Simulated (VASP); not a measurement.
# The low-index faces of Ag, part 3 of 4

How do surface energy, work function and relaxation of Ag depend on the face?

VASP 6.6.1; PBEsol; plane waves and PAW (Ag).

So far. Step 4 (Surface relaxation, 7 atoms, face Ag(111)): The run ended after 2 ionic steps, 0.000 eV below its first step, once the forces on the free atoms met EDIFFG = -0.03. Step 5 (Vacuum level and density of states, 7 atoms, face …): The vacuum level lies 4.67 eV above the Fermi level at the upper face; both faces agree, as the slab has next to no dipole.

## 6. Relaxing the slab, 7 atoms, face Ag(100)

Input file INCAR:

```
SYSTEM = Ag
PREC = Normal
ENCUT = 320
EDIFF = 1E-05
NELM = 120
ISMEAR = 1
SIGMA = 0.15
LREAL = .FALSE.
ALGO = Fast
GGA = PS
NBANDS = 47
LASPH = .TRUE.
LORBIT = 11
LWAVE = .FALSE.
LCHARG = .FALSE.
KPAR = 4
IBRION = 2
NSW = 40
ISIF = 2
EDIFFG = -0.03
POTIM = 0.4
MAXMIX = 40
```

Input file POSCAR:

```
Ag
1.0
    2.8645991253      0.0000000000      0.0000000000
    0.0000000000      2.8645991253      0.0000000000
    0.0000000000      0.0000000000     27.1534648014
Ag
7
Direct
    0.0000000000      0.0000000000      0.2762078500
    0.5000000000      0.5000000000      0.3508052300
    0.0000000000      0.0000000000      0.4254026200
    0.5000000000      0.5000000000      0.5000000000
    0.0000000000      0.0000000000      0.5745973800
    0.5000000000      0.5000000000      0.6491947700
    0.0000000000      0.0000000000      0.7237921500
```

Input file KPOINTS:

```
Automatic mesh
0
Gamma
10 10 1
0 0 0
```

The projector-augmented-wave data sets are Ag (PBE family, release 64).

Started as:

```bash
mpirun -np 4 vasp_std
```

Log:

```text
[... set-up lines as in an earlier step ...]
 entering main loop
       N       E                     dE             d eps       ncg     rms          rms(c)
DAV:   1     0.387648865957E+03    0.38765E+03   -0.29305E+04  2030   0.101E+03
DAV:   2    -0.128535390763E+02   -0.40050E+03   -0.37984E+03  2180   0.268E+02
DAV:   3    -0.241868046807E+02   -0.11333E+02   -0.11164E+02  2213   0.472E+01
DAV:   4    -0.243286949870E+02   -0.14189E+00   -0.14183E+00  2337   0.527E+00
DAV:   5    -0.243314081965E+02   -0.27132E-02   -0.27127E-02  2281   0.705E-01    0.144E+01
RMM:   6    -0.221438582615E+02    0.21875E+01   -0.75571E+00  1974   0.148E+01    0.860E+00
RMM:   7    -0.220900964843E+02    0.53762E-01   -0.46614E-01  1986   0.270E+00    0.472E+00
RMM:   8    -0.221265553672E+02   -0.36459E-01   -0.13578E-01  1983   0.168E+00    0.122E+00
RMM:   9    -0.220639699909E+02    0.62585E-01   -0.51452E-02  1987   0.922E-01    0.203E-01
RMM:  10    -0.220619161103E+02    0.20539E-02   -0.23358E-03  1993   0.215E-01    0.800E-02
RMM:  11    -0.220618763339E+02    0.39776E-04   -0.36964E-04  2012   0.799E-02    0.514E-02
RMM:  12    -0.220618746549E+02    0.16790E-05   -0.14743E-04  1913   0.534E-02    0.150E-02
RMM:  13    -0.220619074180E+02   -0.32763E-04   -0.36828E-05  1321   0.253E-02    0.851E-03
RMM:  14    -0.220619742001E+02   -0.66782E-04   -0.22781E-05  1244   0.156E-02    0.597E-03
RMM:  15    -0.220620064745E+02   -0.32274E-04   -0.62756E-06  1087   0.791E-03    0.296E-03
RMM:  16    -0.220620293461E+02   -0.22872E-04   -0.64412E-06  1077   0.660E-03    0.231E-03
RMM:  17    -0.220620496696E+02   -0.20323E-04   -0.16222E-06   724   0.429E-03    0.126E-03
RMM:  18    -0.220620594299E+02   -0.97604E-05   -0.42485E-07   503   0.328E-03
   1 F= -.22062059E+02 E0= -.22061431E+02  d E =-.220621E+02
 curvature:   0.00 expect dE= 0.000E+00 dE for cont linesearch  0.000E+00
 trial: gam= 0.00000 g(F)=  0.200E-02 g(S)=  0.000E+00 ort = 0.000E+00 (trialstep = 0.100E+01)
 search vector abs. value=  0.200E-02
 bond charge predicted
       N       E                     dE             d eps       ncg     rms          rms(c)
DAV:   1    -0.220635263187E+02   -0.14766E-02   -0.53589E-01  2100   0.296E+00    0.593E-02
RMM:   2    -0.220637252100E+02   -0.19889E-03   -0.25655E-03  1979   0.331E-01    0.517E-02
RMM:   3    -0.220637623038E+02   -0.37094E-04   -0.26626E-04  1967   0.111E-01    0.207E-02
RMM:   4    -0.220637750965E+02   -0.12793E-04   -0.54467E-05  1702   0.470E-02    0.464E-03
RMM:   5    -0.220637857867E+02   -0.10690E-04   -0.17278E-05  1127   0.215E-02    0.374E-03
RMM:   6    -0.220637882005E+02   -0.24138E-05   -0.31904E-06  1069   0.906E-03
   2 F= -.22063788E+02 E0= -.22063148E+02  d E =-.172877E-02
[...]
3 F= -.22065005E+02 E0= -.22064348E+02  d E =-.294510E-02
[...]
4 F= -.22065289E+02 E0= -.22064591E+02  d E =-.322996E-02
[...]
5 F= -.22065451E+02 E0= -.22064780E+02  d E =-.339141E-02
[...]
6 F= -.22065517E+02 E0= -.22064833E+02  d E =-.345716E-02
[...]
7 F= -.22065527E+02 E0= -.22064848E+02  d E =-.346731E-02
[...]
8 F= -.22065528E+02 E0= -.22064847E+02  d E =-.346819E-02
 curvature:  -0.58 expect dE=-0.126E-03 dE for cont linesearch -0.155E-05
 ZBRENT: accuracy reached
 trial: gam= 0.14586 g(F)=  0.218E-03 g(S)=  0.000E+00 ort =-0.734E-04 (trialstep = 0.149E+01)
 search vector abs. value=  0.240E-03
 bond charge predicted
       N       E                     dE             d eps       ncg     rms          rms(c)
DAV:   1    -0.220657213811E+02   -0.19581E-03   -0.14147E-01  1988   0.152E+00    0.337E-02
RMM:   2    -0.220657403084E+02   -0.18927E-04   -0.64851E-04  1973   0.166E-01    0.398E-02
RMM:   3    -0.220657562503E+02   -0.15942E-04   -0.96774E-05  1897   0.606E-02    0.446E-02
RMM:   4    -0.220657568290E+02   -0.57870E-06   -0.42680E-05  1465   0.295E-02
   9 F= -.22065757E+02 E0= -.22065091E+02  d E =-.229212E-03
 trial-energy change:   -0.000229  1 .order   -0.000224   -0.000310   -0.000139
 step:   2.7011(harm=  2.7011)  dis= 0.00519  next Energy=   -22.065808 (dE=-0.280E-03)
 reached required accuracy - stopping structural energy minimisation
```

It took 70 s on 4 MPI ranks of AMD EPYC 9R14 (Zen 4), shared host; peak memory 0.76 GiB.

From OUTCAR (step 6):

```text
   k-points           NKPTS =     21   k-points in BZ     NKDIM =     21   number of bands    NBANDS=     47

   ENCUT  =  320.0 eV  23.52 Ry    4.85 a.u.   4.18  4.18 39.61*2*pi/ulx,y,z

   NELECT =      77.0000    total number of electrons

 E-fermi :   2.3408

 k-point     1 :       0.0000    0.0000    0.0000
  band No.  band energies     occupation
    ...
     37      -0.5345      2.00000
     38      -0.3715      2.00000
     39      -0.3715      2.00000
     40      -0.1457      2.00000
     41       1.4538      2.00000
     42       3.0044     -0.00000
     43       3.7985     -0.00000
     44       6.5517      0.00000
     45       7.0380      0.00000
     46       7.9169      0.00000
    ...

  Total       -1.8922868     -1.8922868     -0.4050523      0.0000000      0.0000000     -0.0000000
  in kB      -13.6064418    -13.6064418     -2.9125187      0.0000000      0.0000000     -0.0000000
  external PRESSURE =     -10.0418008 kB  Pullay stress =       0.0000000 kB

 POSITION                                       TOTAL-FORCE (eV/Angst)
 -----------------------------------------------------------------------------------
      0.00000      0.00000      7.51579        -0.000000      0.000000      0.001269
      1.43230      1.43230      9.51005        -0.000000      0.000000      0.009938
      0.00000      0.00000     11.54620         0.000000      0.000000     -0.022584
      1.43230      1.43230     13.57673         0.000000      0.000000      0.000000
      0.00000      0.00000     15.60726         0.000000      0.000000      0.022584
      1.43230      1.43230     17.64342         0.000000     -0.000000     -0.009938
      2.86460      0.00000     19.63768         0.000000     -0.000000     -0.001269
 -----------------------------------------------------------------------------------
    total drift:                                0.000000      0.000000     -0.000000

  FREE ENERGIE OF THE ION-ELECTRON SYSTEM (eV)
  ---------------------------------------------------
  free  energy   TOTEN  =       -22.0657568290 eV

  energy  without entropy=      -22.0637591274  energy(sigma->0) =      -22.06509093

[... 1 part as in an earlier step ...]

[... 15 further parts left out ...]
```

CONTCAR:

```
Ag
   1.00000000000000
     2.8645991252999998    0.0000000000000000    0.0000000000000000
     0.0000000000000000    2.8645991252999998    0.0000000000000000
     0.0000000000000000    0.0000000000000000   27.1534648013999984
  Ag
     7
Direct
     0.0000000000000000    0.0000000000000000    0.2767893439176406
     0.5000000000000000    0.5000000000000000    0.3502332924906036
     0.0000000000000000    0.0000000000000000    0.4252202810227149
     0.5000000000000000    0.5000000000000000    0.5000000000000000
     0.0000000000000000    0.0000000000000000    0.5747797189772853
     0.5000000000000000    0.5000000000000000    0.6497667075093965
     1.0000000000000000    0.0000000000000000    0.7232106560823593
```

The run keeps the 16 symmetry operations of its start, so it cannot find a distortion of lower symmetry.

Relaxation path:

```
step  energy less that of the first step (eV)  largest force (eV/Å)
   1                                   0.0000                0.1185
   2                                  -0.0017                0.0774
   3                                  -0.0029                0.0345
   4                                  -0.0032                0.0701
   5                                  -0.0034                0.0444
   6                                  -0.0035                0.0484
   7                                  -0.0035                0.0483
   8                                  -0.0035                0.0475
   9                                  -0.0037                0.0226
```

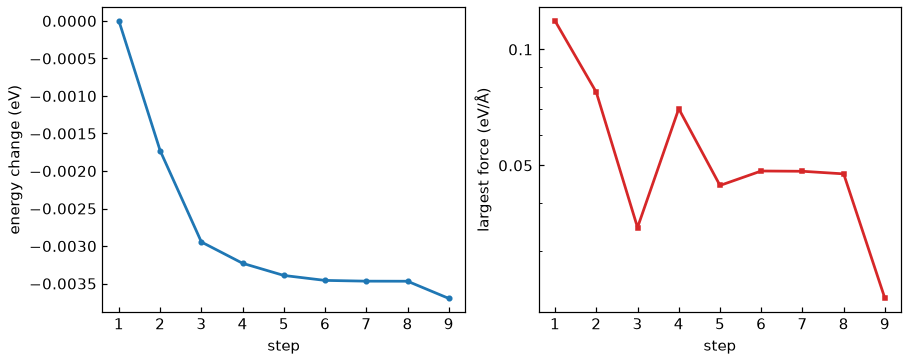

Energy and largest force along the relaxation.

The atoms that moved most (Å):

```
atom     dx     dy      dz  length
 Ag1  0.000  0.000   0.016   0.016
 Ag7  0.000  0.000  -0.016   0.016
 Ag2  0.000  0.000  -0.016   0.016
 Ag6  0.000  0.000   0.016   0.016
```

The relaxed structure:

```xyz
7
Lattice="2.8646 0.0000 0.0000 0.0000 2.8646 0.0000 0.0000 0.0000 27.1535" Properties=species:S:1:pos:R:3
Ag    0.0000    0.0000    7.5158
Ag    1.4323    1.4323    9.5100
Ag    0.0000    0.0000   11.5462
Ag    1.4323    1.4323   13.5767
Ag    0.0000    0.0000   15.6073
Ag    1.4323    1.4323   17.6434
Ag    0.0000    0.0000   19.6377
```

This step gave:

- electronic cycles: 51
- free energy (TOTEN): -22.07 eV
- energy at zero smearing: -22.07 eV
- Fermi energy: 2.341 eV

The run ended after 9 ionic steps, 0.004 eV below its first step, once the forces on the free atoms met EDIFFG = -0.03.

## 7. Vacuum level and density of states, 7 atoms, face Ag(100)

Input file INCAR:

```
SYSTEM = Ag
PREC = Normal
ENCUT = 320
EDIFF = 1E-06
NELM = 120
ISMEAR = 1
SIGMA = 0.15
LREAL = .FALSE.
ALGO = Fast
GGA = PS
NBANDS = 47
LASPH = .TRUE.
LORBIT = 11
LWAVE = .FALSE.
LCHARG = .TRUE.
KPAR = 4
IDIPOL = 3
LDIPOL = .TRUE.
DIPOL = 0.5 0.5 0.5
LVHAR = .TRUE.
LVACPOTAV = .TRUE.
NEDOS = 1500
```

Input file POSCAR:

```
Ag
1.0
    2.8645991253      0.0000000000      0.0000000000
    0.0000000000      2.8645991253      0.0000000000
    0.0000000000      0.0000000000     27.1534648014
Ag
7
Direct
    0.0000000000      0.0000000000      0.2767893439
    0.5000000000      0.5000000000      0.3502332925
    0.0000000000      0.0000000000      0.4252202810
    0.5000000000      0.5000000000      0.5000000000
    0.0000000000      0.0000000000      0.5747797190
    0.5000000000      0.5000000000      0.6497667075
    0.0000000000      0.0000000000      0.7232106561
```

KPOINTS is that of step 6.

Started as:

```bash
mpirun -np 4 vasp_std
```

Log:

```text
[... set-up lines as in an earlier step ...]
 entering main loop
       N       E                     dE             d eps       ncg     rms          rms(c)
DAV:   1     0.388161485421E+03    0.38816E+03   -0.29309E+04  2014   0.101E+03
DAV:   2    -0.130118631953E+02   -0.40117E+03   -0.38113E+03  2212   0.268E+02
DAV:   3    -0.242030927676E+02   -0.11191E+02   -0.11018E+02  2212   0.471E+01
DAV:   4    -0.243413291106E+02   -0.13824E+00   -0.13818E+00  2331   0.520E+00
DAV:   5    -0.243439790504E+02   -0.26499E-02   -0.26487E-02  2290   0.697E-01    0.145E+01
RMM:   6    -0.221492986600E+02    0.21947E+01   -0.75648E+00  1983   0.148E+01    0.865E+00
RMM:   7    -0.220961344929E+02    0.53164E-01   -0.47642E-01  2017   0.273E+00    0.473E+00
RMM:   8    -0.221494763978E+02   -0.53342E-01   -0.15939E-01  2199   0.177E+00    0.134E+00
RMM:   9    -0.220678128987E+02    0.81663E-01   -0.63373E-02  2201   0.101E+00    0.208E-01
RMM:  10    -0.220656294825E+02    0.21834E-02   -0.27219E-03  2157   0.230E-01    0.818E-02
RMM:  11    -0.220655835920E+02    0.45891E-04   -0.41610E-04  2173   0.846E-02    0.523E-02
RMM:  12    -0.220655832600E+02    0.33190E-06   -0.15825E-04  2201   0.551E-02    0.165E-02
RMM:  13    -0.220656162428E+02   -0.32983E-04   -0.39131E-05  2182   0.259E-02    0.873E-03
RMM:  14    -0.220656805290E+02   -0.64286E-04   -0.21516E-05  2085   0.157E-02    0.650E-03
RMM:  15    -0.220657186148E+02   -0.38086E-04   -0.79649E-06  1740   0.841E-03    0.253E-03
RMM:  16    -0.220657392694E+02   -0.20655E-04   -0.62287E-06  1631   0.622E-03    0.201E-03
RMM:  17    -0.220657596135E+02   -0.20344E-04   -0.16676E-06  1414   0.394E-03    0.117E-03
RMM:  18    -0.220657687367E+02   -0.91232E-05   -0.37917E-07  1170   0.198E-03    0.107E-03
RMM:  19    -0.220657784651E+02   -0.97284E-05   -0.18261E-07   891   0.140E-03    0.377E-04
RMM:  20    -0.220657816978E+02   -0.32327E-05   -0.76093E-08   651   0.112E-03    0.194E-04
RMM:  21    -0.220657828943E+02   -0.11965E-05   -0.41577E-08   568   0.100E-03    0.968E-05
RMM:  22    -0.220657829762E+02   -0.81952E-07   -0.32586E-09   337   0.836E-04
 [... a notice as in an earlier step ...]

   1 F= -.22065783E+02 E0= -.22065120E+02  d E =-.198785E-02
 [... a notice as in an earlier step ...]
```

Elapsed: 26 s, on 4 MPI ranks; peak memory 0.72 GiB; 98 s of CPU time.

From OUTCAR (step 7):

```text
   NELECT =      77.0000    total number of electrons

 dipolmoment           0.000000      0.000000     -0.000000 electrons x Angstroem

 E-fermi :   2.3415

 k-point     1 :       0.0000    0.0000    0.0000
  band No.  band energies     occupation
    ...
     37      -0.5320      2.00000
     38      -0.3699      2.00000
     39      -0.3699      2.00000
     40      -0.1458      2.00000
     41       1.4527      2.00000
     42       3.0014     -0.00000
     43       3.7966     -0.00000
     44       6.5571      0.00000
     45       7.0137      0.00000
     46       7.9592      0.00000
    ...

  Total       -2.0075063     -2.0075063     -0.5762309      0.0000000      0.0000000      0.0000000
  in kB      -14.4349254    -14.4349254     -4.1433743      0.0000000      0.0000000      0.0000000
  external PRESSURE =     -11.0044084 kB  Pullay stress =       0.0000000 kB

 POSITION                                       TOTAL-FORCE (eV/Angst)
 -----------------------------------------------------------------------------------
      0.00000      0.00000      7.51579         0.000000     -0.000000      0.006541
      1.43230      1.43230      9.51005        -0.000000      0.000000      0.013221
      0.00000      0.00000     11.54620         0.000000     -0.000000     -0.028796
      1.43230      1.43230     13.57673         0.000000     -0.000000     -0.000000
      0.00000      0.00000     15.60726         0.000000     -0.000000      0.028796
      1.43230      1.43230     17.64342         0.000000      0.000000     -0.013221
      0.00000      0.00000     19.63768        -0.000000     -0.000000     -0.006541
 -----------------------------------------------------------------------------------
    total drift:                                0.000000      0.000000     -0.000000

  FREE ENERGIE OF THE ION-ELECTRON SYSTEM (eV)
  ---------------------------------------------------
  free  energy   TOTEN  =       -22.0657829762 eV

  energy  without entropy=      -22.0637951239  energy(sigma->0) =      -22.06512036

[... 7 parts as in an earlier step ...]

[... 10 further parts left out ...]
```

Numbers from this step:

```
electronic cycles                          : 22
work functions of the upper and lower face : 4.477, 4.477 eV
```

The planar average of the electrostatic potential oscillates, so the rows of the table below give means over windows of 2.04 Å about each position, cut where the curve ends. Its maxima inside the range that stand out by 2 % of the span (Å: eV): 8.5: -0.997, 10.5: -0.540, 12.6: -0.614, 14.6: -0.614, 16.6: -0.540, 18.7: -0.997. Its minima: 7.5: -15.2, 9.5: -15.4, 11.5: -15.3, 13.6: -15.4, 15.6: -15.3, 17.6: -15.4, 19.7: -15.2.

Zero at the Fermi level. Table of planar average of the electrostatic potential by height; means over each step:

```
height (Å)  planar average of the electrostatic potential (eV)
      1.02                                                4.48
      3.06                                                4.48
      5.10                                                4.27
      7.14                                               -7.14
      9.18                                               -8.64
     11.22                                               -8.43
     13.26                                               -8.49
     15.30                                               -8.46
     17.34                                               -8.49
     19.38                                               -8.42
     21.42                                                3.34
     23.46                                                4.47
     25.50                                                4.48
```

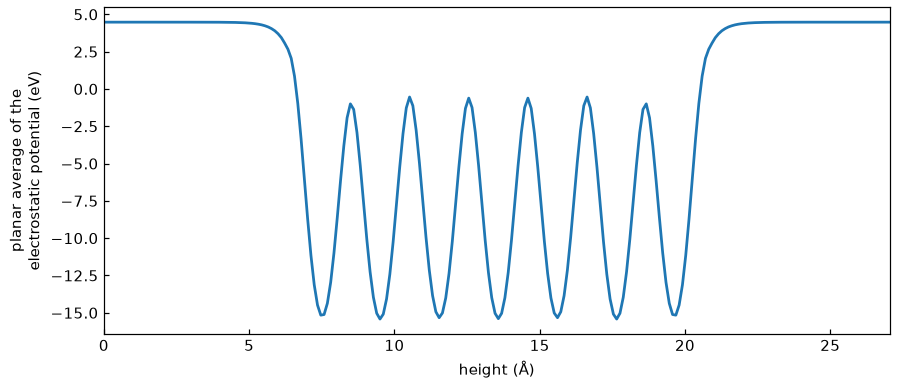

Planar average of the electrostatic potential, plotted against height.

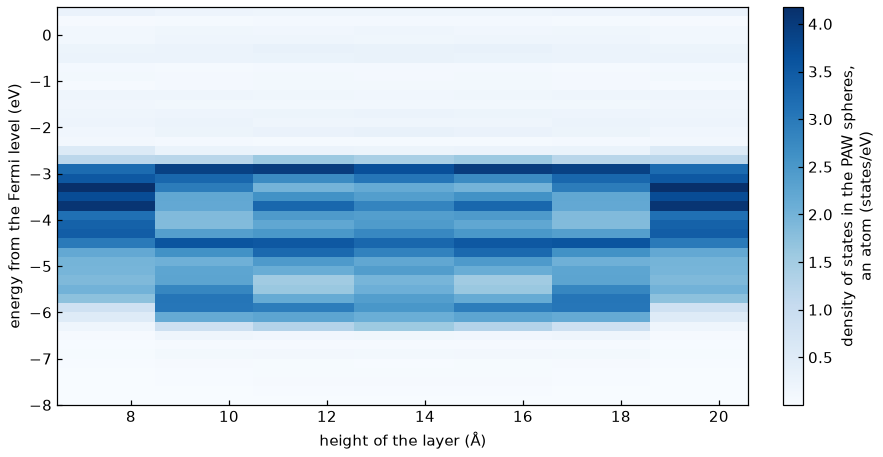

Density of states in the PAW spheres, an atom over height of the layer and energy from the Fermi level.

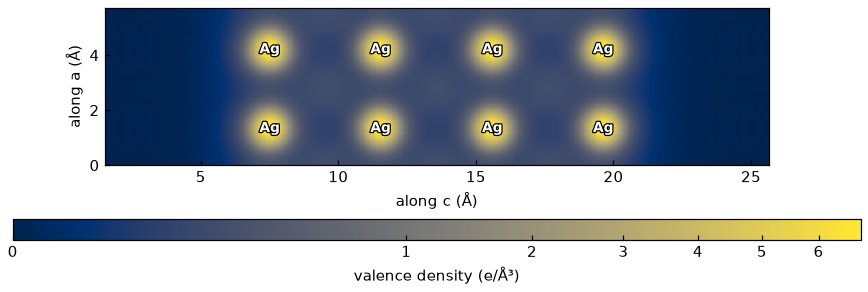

Valence density in the ca plane at fractional y = 0.000, with atoms of Ag within 0.2 Å of it. It is the smooth field of the valence electrons, not physical close to the nuclei. The map starts off the cell's origin, so that atoms lie inside it. The colour scale is stretched toward low values. The far vacuum is left out of the map.

The map of layer states is cut here 0.5 eV above the Fermi level, so it leaves out the states above that.

The program warns that it found no field-free vacuum at its default tolerance, so these levels carry more doubt.

On this mesh the fine structure of the density of states is sampling noise, and high empty states may be cut by the number of bands.

(Continued in part 4 of 4.)

[Lines on the potential files, build, host, timing and source positions are cut from VASP's logs without a mark.]

[Logs are printed without paths, hosts, clocks, repeated set-up lines and the standing remarks that a program may print on its own settings, such as how far it seeks lower states.]

[Hosts, paths, dates, database ids (printed as entryN), source tags and the programs' standing remarks are cut or masked in the printed files.]

[Runs that stopped without an error message from VASP are left out.]
